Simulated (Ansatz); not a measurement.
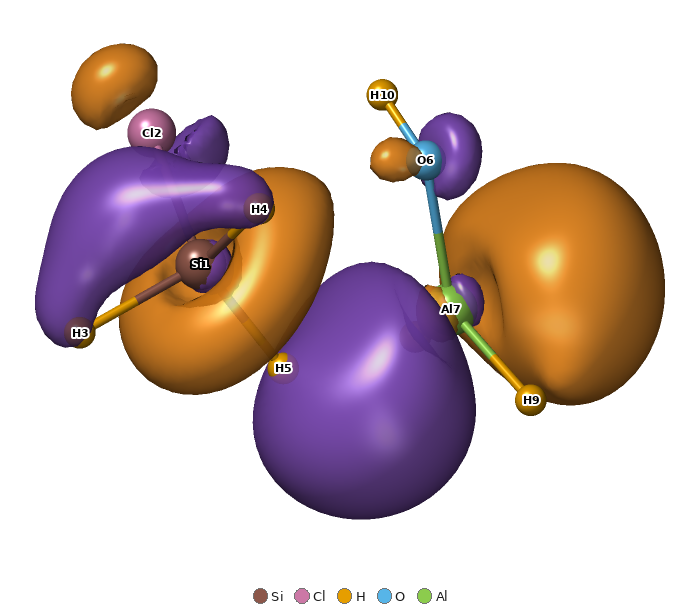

The picture shows: ClH3Si···AlH3O. The LUMO at ±0.1 Å⁻³ᐟ² (orange and purple are the two phases), seen at a tilt.

All numbers below come from RKS LDA/def2-SVP (Ansatz).

```tsv
atom	x (Å)	y (Å)	z (Å)
Si	-0.0880	0.1093	-0.0455
Cl	0.3102	-0.6839	1.8218
H	1.2001	-0.0388	-0.8102
H	-0.5531	1.5260	-0.0183
H	-1.0529	-0.8006	-0.8159
O	-2.5012	0.2039	1.1925
Al	-2.8794	-1.0146	0.0217
H	-2.6769	-2.5597	0.3856
H	-3.6432	-0.4552	-1.2607
H	-2.0781	-0.0245	2.0414
```

### Where does this orbital lie, and at what energy?

By Hirshfeld shares it lies mainly on Al7 (about 50 %), Si1 (about 20 %) and H5 (about 10 %). Its energy is −1.81 eV.
